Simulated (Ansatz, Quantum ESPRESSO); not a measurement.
# Predicting the next point of a tunnelling series: MgO(001) barriers between VN(100) leads

How the rows were computed: Quantum ESPRESSO 7.5 (pw.x, pwcond.x), PBE, PseudoDojo norm-conserving; geometry as built. T is the transmission per spin at the Fermi level, averaged over the mesh across the current, in a cell of 8.49 Å². The series steps the number of barrier layers.

| width (layers) | T |
| --- | --- |
| 1 | 0.416 |
| 2 | 0.0604 |
| 3 | 0.00721 |
| 4 | 0.00169 |

To predict: What is T at 5 layers?

**Worked estimate.** In the tunnelling regime ln T falls linearly. The last two rows give a slope of ln(0.00721/0.00169)/(4 − 3) = 1.451 per layer, so T(5) ≈ 0.00169 × exp(−1.451 × 1) = 0.000396.

**Check.** T = 0.000619; the estimate is 0.64 times that. The slope over the last interval is 1.004: flatter than before. Points of the mesh with over 2.5 times the mean carry 86 % of this T, so the value leans on the mesh.

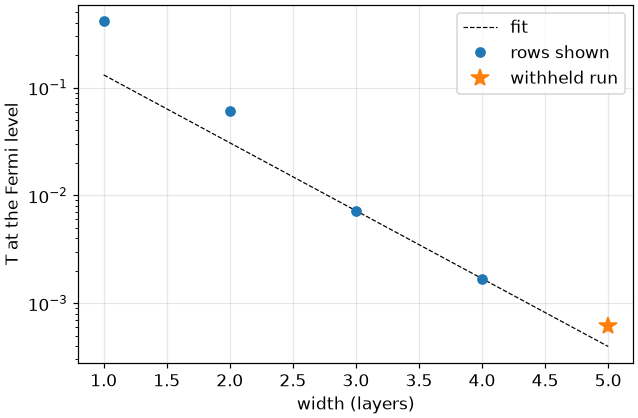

The rows shown, the fit and the withheld run.

**Limits.** Short leads, unrelaxed atoms, a barrier without the image potential and an untested mesh.
